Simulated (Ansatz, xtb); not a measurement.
Ligand exchange: C2H8Si + C2H6Si → C2H10Si2 + C2H4

Gas-phase species: C2H8Si `CC[SiH3]`, singlet; C2H6Si (vinylsilane) `C=C[SiH3]`, singlet; C2H10Si2 `CC[SiH2][SiH3]`, singlet; C2H4 (ethylene) `C=C`, singlet. The partners trade H for SiH3: Si–H and C–SiH3 bonds give way to Si–SiH3 and C–H.

Shapes, held fixed at every level: PBE0-D4/def2-TZVP. Flexible molecules stand in one conformer, not always the lowest. Programs: Ansatz 0.2.0, xtb 6.7.1. The zero-point and thermal change to 298 K, harmonic and unscaled (PBE0-D4/def2-TZVP), is +5.6 kJ/mol.

```csv
level,kind,ΔH(298 K) (kJ/mol),less CCSD(T)/CBS estimate
GFN1-xTB,semi-empirical,+55.4,+52.0
HF/def2-SVP,Hartree–Fock,+13.4,+10.0
HF/def2-TZVPP,Hartree–Fock,+14.8,+11.4
B3LYP-D4/def2-TZVPP,global hybrid,+2.5,-0.9
B2PLYP/def2-TZVPP,double hybrid,+7.5,+4.1
CCSD/def2-SVP,coupled cluster or CI,+4.4,+1.0
CCSD(T)/def2-TZVPP,coupled cluster or CI,+4.0,+0.6
CCSD(T)/CBS estimate,coupled cluster or CI,+3.4,0.0
```

The highest level, CCSD(T)/CBS estimate, gives ΔH(298 K) = +3.4 kJ/mol; the levels span +2.5 to +55.4. That is about zero within the method's error. The column of differences is taken from that level and isn't an error. No measured value is set beside it here. The CBS estimate extrapolates MP2 from def2-TZVPP and def2-QZVPP and adds CCSD(T) − MP2 in the triple-zeta set, cores frozen.

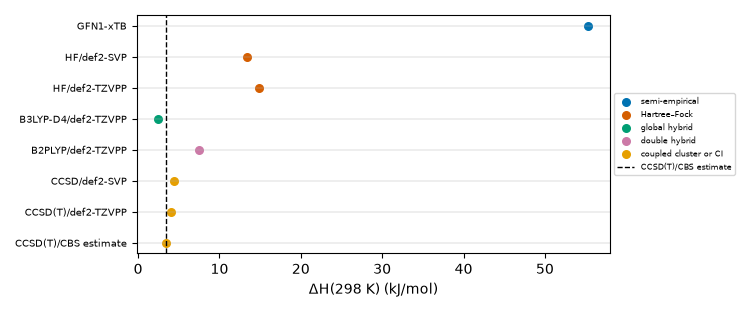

The values of the table, level by level.
